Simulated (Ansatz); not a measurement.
## Electronic structure of H₅Mg₃ (charge −1) in real space

Input

```
crystal:
  periodic: [false, false, false]
  atoms:
    - {symbol: Mg, position_ang: [-0.511005, -1.104558, -0.527769]}
    - {symbol: Mg, position_ang: [1.052324, -0.445435, 1.927070]}
    - {symbol: Mg, position_ang: [0.351871, 1.628949, 0.095997]}
    - {symbol: H, position_ang: [-1.412251, -1.908103, -1.811756]}
    - {symbol: H, position_ang: [0.300407, 3.270122, -0.497531]}
    - {symbol: H, position_ang: [1.048828, 0.045071, -0.708457]}
    - {symbol: H, position_ang: [-1.064690, 0.428332, 0.535273]}
    - {symbol: H, position_ang: [0.234516, -1.914368, 0.987174]}
basis:
  gaussian: {orbitals: def2-TZVPD, initial_orbitals: start.molden}
total_charge: -1
hamiltonian: {xc: pbe0, dispersion: d4}
scf: {omitted_lower_state_checks: [starts]}
output: {orbitals: {seedname: orbitals}}
```

Launched as:

```sh
ansatz run in.yaml --threads 4 --pin off --events-out ev --progress --plain --max-ram 3916MiB
```

Geometry: r2SCAN-D4/def2-TZVPD.

The calculation used RKS PBE0-D4/def2-TZVPD (Ansatz).

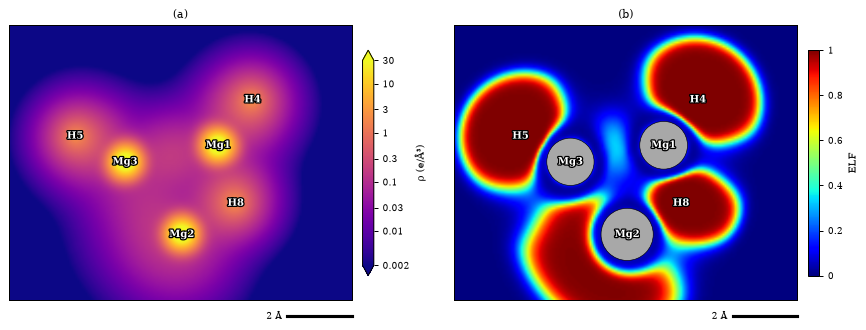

Figure 1. (a) total electron density; (b) electron localisation function on the plane of atoms Mg1, H8 and Mg2. Grey discs cover the atomic cores in the ELF map.

> What do the fields say about this system?

Atoms in the plane: Mg and H. Mg–H (1.75 Å): ρ at the midpoint is about 0.33 e/Å³; the ELF climbs to about 1 towards the hydrogen.

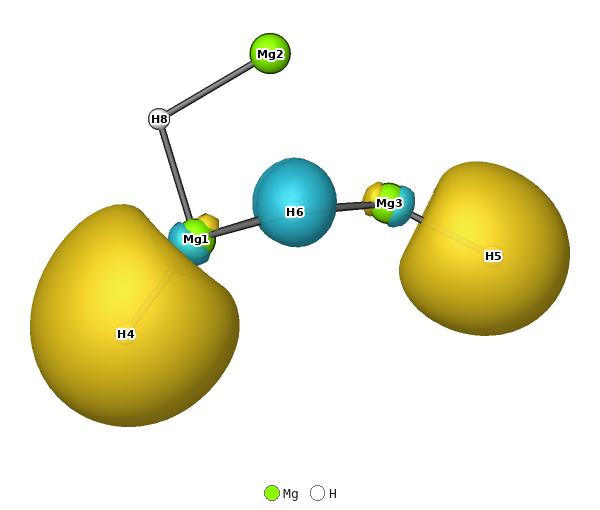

Figure 2. The HOMO−1 at ±0.08 Å⁻³ᐟ² (yellow and cyan are the two phases), seen at a tilt.

> Where does this orbital lie, and at what energy?

It lies mainly on H4 (about 40 %), Mg1 (about 25 %), H5 (about 20 %) and Mg3 (about 10 %). Its energy is −3.31 eV.
